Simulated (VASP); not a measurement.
Band structure of HfN (rock salt). Computed with MS2 meta-GGA, VASP's PBE PAW potentials (set 64) (plane waves; VASP 6.6.1).

Unless said otherwise, spin-orbit coupling is left out, though it shifts the bands of the heavy elements here.

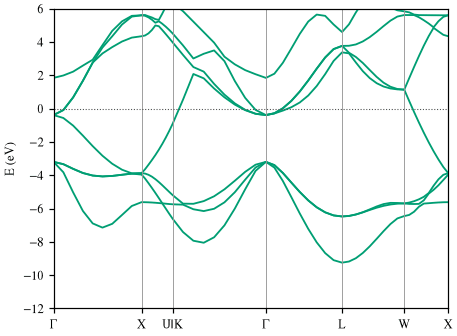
Figure. Bands along high-symmetry lines, zero at the valence-band maximum or, without a gap, the Fermi level

**Question.** Read the plot: is there a gap, and where are the band edges?

**Answer.** It has no gap at this level: it comes out as a metal or semimetal.

The compound is HfN in the rock salt structure. It was relaxed first. The electron count is odd and the run is not spin-polarised, which forces a metal.
